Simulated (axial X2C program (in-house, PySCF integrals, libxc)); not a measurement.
# A two-component session on WSi⁺: EOM-IP-CCSD levels

Aim: EOM-IP-CCSD levels of WSi⁺, with spin–orbit coupling in the Hamiltonian from the start.

Computed with an in-house X2C program for linear molecules on PySCF integrals. Level: two-component X2C with atomic mean-field terms, W dyall-cv3z, Si dyall-v3z.

All values are calculated.

## Step 1: Set-up

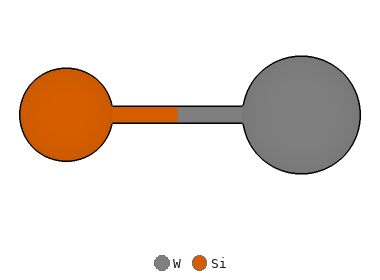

The two atoms at 2.530 Å (tungsten grey, silicon orange).

The input, task.json:

```json
{"zs": [74, 14], "q": 1, "bas": ["dyall-cv3z", "dyall-v3z"], "r0": 2.53, "eom": "ip", "rq": 0, "thr": -2.0, "nmax": 95, "grid": [1, 0.96, 1.045, 0.92, 1.09, 1.15]}
```

Keys: zs atomic numbers; q charge; bas basis sets; r0 starting distance in Å; eom kind of EOM run; thr threshold in hartree for freezing inner shells (an s shell follows its p shell); nmax most natural virtual spinors; grid distances as factors.

Run with:

```bash
python soeom.py task.json out
```

Nuclei are Gaussian, cores are contracted, and the Gaunt term is on.

## Step 2: EOM-IP-CCSD at 2.309 Å

Reference: the closed shell WSi; 10 electrons correlated, 94 virtual spinors; roots sought by Ω: 1/2: 4, 3/2: 3, 5/2: 1.

Output:

```text
two-component X2C + atomic mean field  HF
basis functions 231  fitting functions 1191  grid points 5081
iter        total energy     max residual
   1     -16426.428351269     9.85e-01
   2     -16426.476719205     1.98e-02
   3     -16426.480612084     2.36e-02
   4     -16426.484344503     4.70e-03
   5     -16426.486853156     6.51e-03
   6     -16426.488361414     4.70e-03
   7     -16426.491937156     4.05e-03
   8     -16426.494671769     2.47e-03
   9     -16426.496216410     1.74e-03
  10     -16426.497357754     1.15e-03
  11     -16426.497740093     6.85e-04
  12     -16426.497845560     2.99e-04
  13     -16426.497864115     2.62e-04
  14     -16426.497883208     1.77e-04
  15     -16426.497890305     9.63e-05
  16     -16426.497893606     6.83e-05
  17     -16426.497894671     4.07e-05
  18     -16426.497895212     2.83e-05
  19     -16426.497895482     1.36e-05
  20     -16426.497895538     6.00e-06
  21     -16426.497895549     2.92e-06
  22     -16426.497895556     9.60e-07
  23     -16426.497895557     1.01e-06
  24     -16426.497895557     8.64e-07
converged
one-electron -23010.46299928  Coulomb 6704.32761754  exact exchange -343.74931422  xc functional 0.00000000  nuclear repulsion 237.43074513  atomic mean-field constant -14.04394473
correlated 10  virtual 286  natural virtual 94  E(MP2) -0.266472888  MP2 remainder -0.014596810
iter   CCSD correlation   residual
   1     -0.254697031   2.31e-01
   2     -0.268609611   1.34e-01
   3     -0.278669503   8.49e-02
   4     -0.281134695   4.83e-02
   5     -0.283213335   3.45e-02
   6     -0.284528552   2.35e-02
   7     -0.285184869   1.63e-02
   8     -0.285797049   1.18e-02
   9     -0.285963001   8.51e-03
  10     -0.286265556   5.39e-03
  11     -0.286186404   3.46e-03
  12     -0.286250921   2.39e-03
  13     -0.286253228   1.63e-03
  14     -0.286245841   1.18e-03
  15     -0.286247299   7.99e-04
  16     -0.286246801   5.13e-04
  17     -0.286242970   3.13e-04
  18     -0.286242351   2.08e-04
  19     -0.286236362   1.40e-04
  20     -0.286235396   1.02e-04
  21     -0.286232625   7.81e-05
  22     -0.286231041   5.43e-05
  23     -0.286230184   3.93e-05
  24     -0.286229379   2.73e-05
  25     -0.286228798   1.95e-05
  26     -0.286228377   1.44e-05
  27     -0.286227851   1.02e-05
  28     -0.286227912   6.67e-06
  29     -0.286227795   4.54e-06
  30     -0.286227838   2.88e-06
  31     -0.286227896   2.01e-06
  32     -0.286227924   1.38e-06
  33     -0.286227974   1.04e-06
  34     -0.286228000   6.39e-07
  35     -0.286228013   4.10e-07
(T) -0.026214413  T1 0.1718  D1 0.2883  max T2 0.110
EOM-IP-CCSD roots
2*Omega      energy/Eh   energy/eV  one-particle weight
    1       0.26835457      7.3023      0.902
    1       0.30278551      8.2392      0.905
    1       0.31801875      8.6537      0.867
    1       0.36289759      9.8749      0.002
    3       0.30673888      8.3468      0.817
    3       0.34964396      9.5143      0.004
    3       0.36502986      9.9330      0.012
    5       0.36791581     10.0115      0.000
```

T1 in the output is the amplitude norm over the root of the electron number; divide by √2 for the Lee–Taylor value.

| Ω | vertical IE (eV) | above lowest (cm⁻¹) | spinor | weight |
| --- | --- | --- | --- | --- |
| 1/2 | 7.302 | 0 | 37% W sσ, 36% W dσ, 12% Si pπ | 0.90 |
| 1/2 | 8.239 | 7560 | 32% Si pσ, 20% Si pπ, 19% W dπ | 0.91 |
| 3/2 | 8.347 | 8420 | 68% W dδ, 28% W dπ | 0.82 |
| 1/2 | 8.654 | 10900 | 33% W dπ, 19% Si pσ, 18% W dσ | 0.87 |

Run time: 11 s. Hardware: 1 thread of Arm Neoverse V2, shared host; peak memory 0.68 GiB.

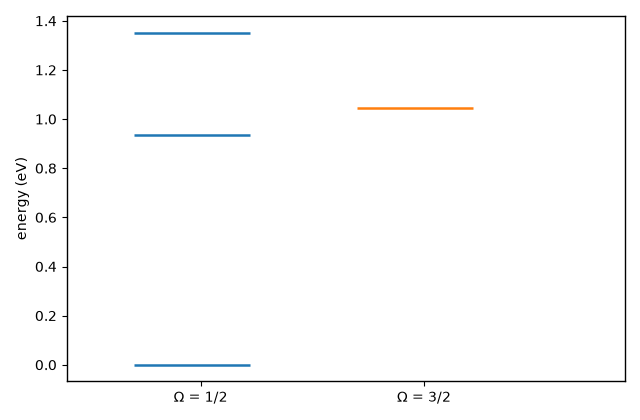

The roots by Ω, from the lowest.

## Step 3: EOM-IP-CCSD at 2.217 Å

| Ω | vertical IE (eV) | above lowest (cm⁻¹) | spinor | weight |
| --- | --- | --- | --- | --- |
| 1/2 | 7.446 | 0 | 41% W sσ, 36% W dσ, 7% Si pπ | 0.91 |
| 1/2 | 8.266 | 6620 | 43% Si pσ, 14% W sσ, 12% Si pπ | 0.92 |
| 3/2 | 8.520 | 8670 | 61% W dδ, 33% W dπ | 0.82 |
| 1/2 | 8.771 | 10690 | 42% W dπ, 23% Si pπ, 13% W dσ | 0.87 |

Wall time 11 s (1 thread of Arm Neoverse V2, shared host); peak memory 0.72 GiB.

## Step 4: EOM-IP-CCSD at 2.413 Å

| Ω | vertical IE (eV) | above lowest (cm⁻¹) | spinor | weight |
| --- | --- | --- | --- | --- |
| 1/2 | 7.172 | 0 | 33% W sσ, 32% W dσ, 19% Si pπ | 0.89 |
| 1/2 | 8.151 | 7900 | 28% W dπ, 26% Si pπ, 21% Si pσ | 0.88 |
| 3/2 | 8.212 | 8390 | 73% W dδ, 25% W dπ | 0.80 |
| 1/2 | 8.592 | 11450 | 31% Si pσ, 22% W dπ, 20% W dσ | 0.87 |

Run time: 10 s. Hardware: 1 thread of Arm Neoverse V2, shared host; peak memory 0.73 GiB.

## Step 5: EOM-IP-CCSD at 2.124 Å

| Ω | vertical IE (eV) | above lowest (cm⁻¹) | spinor | weight |
| --- | --- | --- | --- | --- |
| 1/2 | 7.618 | 0 | 45% W sσ, 32% W dσ, 11% Si pσ | 0.92 |
| 1/2 | 8.243 | 5030 | 47% Si pσ, 14% W dσ, 9% W sσ | 0.93 |
| 3/2 | 8.738 | 9030 | 49% W dδ, 41% W dπ, 6% Si pπ | 0.81 |
| 1/2 | 8.953 | 10760 | 48% W dπ, 26% Si pπ, 9% W dσ | 0.87 |

Run time: 11 s. Hardware: 1 thread of Arm Neoverse V2, shared host; peak memory 0.73 GiB.

## Step 6: EOM-IP-CCSD at 2.517 Å

| Ω | vertical IE (eV) | above lowest (cm⁻¹) | spinor | weight |
| --- | --- | --- | --- | --- |
| 1/2 | 7.065 | 0 | 28% W sσ, 28% Si pπ, 26% W dσ | 0.89 |
| 1/2 | 8.050 | 7940 | 31% W dπ, 27% Si pπ, 16% Si pσ | 0.85 |
| 3/2 | 8.140 | 8670 | 75% W dδ, 23% W dπ | 0.77 |
| 1/2 | 8.569 | 12130 | 36% Si pσ, 20% W dσ, 17% W dπ | 0.87 |

It took 12 s on 1 thread of Arm Neoverse V2, shared host; peak memory 0.73 GiB.

## Step 7: EOM-IP-CCSD at 2.655 Å

| Ω | vertical IE (eV) | above lowest (cm⁻¹) | spinor | weight |
| --- | --- | --- | --- | --- |
| 1/2 | 6.945 | 0 | 40% Si pπ, 23% W sσ, 17% W dσ | 0.89 |
| 1/2 | 7.953 | 8130 | 33% W dπ, 23% Si pπ, 17% W sσ | 0.79 |
| 3/2 | 8.128 | 9530 | 77% W dδ, 22% W dπ | 0.72 |
| 1/2 | 8.552 | 12960 | 35% Si pσ, 19% W dσ, 17% W sσ | 0.87 |

Wall time 11 s (1 thread of Arm Neoverse V2, shared host); peak memory 0.73 GiB.

## Step 8: Curves of the states

Energies in eV from the lowest point of the lowest state; states are followed by energy order within each Ω.

| R (Å) | (1)Ω=1/2 | (2)Ω=1/2 | (1)Ω=3/2 | (3)Ω=1/2 |
| --- | --- | --- | --- | --- |
| 2.124 | 0.4635 | 1.0875 | 1.5831 | 1.7975 |
| 2.217 | 0.1486 | 0.9692 | 1.2233 | 1.4740 |
| 2.309 | 0.0101 | 0.9470 | 1.0546 | 1.3615 |
| 2.413 | 0.0000 | 0.9791 | 1.0398 | 1.4197 |
| 2.517 | 0.0871 | 1.0718 | 1.1618 | 1.5906 |
| 2.655 | 0.2834 | 1.2911 | 1.4655 | 1.8900 |

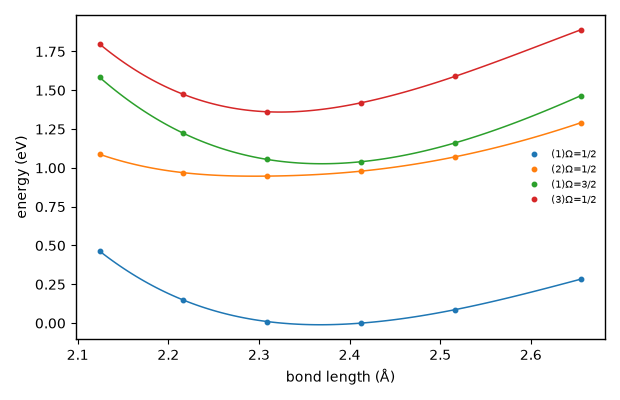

The states along the bond.

Constants where the minimum is well bracketed (masses 183.951 and 27.977 u):

| state | Te (cm⁻¹) | Re (Å) | ωe (cm⁻¹) |
| --- | --- | --- | --- |
| (1)Ω=1/2 | 0 | 2.368 | 352 |
| (1)Ω=3/2 | 8370 | 2.369 | 402 |

## Step 9: Summary of results

| quantity | value |
| --- | --- |
| lowest root at 2.309 Å | Ω = 1/2, 7.302 eV |
| next root led by one particle | Ω = 1/2, about 7560 cm⁻¹ higher |
| T1 of the reference | 0.121 |
| lowest state, Re and ωe | 2.368 Å, 352 cm⁻¹ |

Removing an electron from the reference determinant of WSi costs 7.30 eV and empties a spinor of 37% W sσ, 36% W dσ, 12% Si pπ. The closed-shell reference lies 1.13 eV above the lowest determinant found, so these energies count from an excited configuration. Errors of 0.1 to 0.3 eV are usual at this size, and roots led by higher excitations are left out, so the list is incomplete, and low states of that kind can be missing. T1 or the largest double amplitude of the reference is raised, which lowers the reliability. The bond is 0.110 Å longer than in the closed-shell reference at CCSD (2.258 Å).
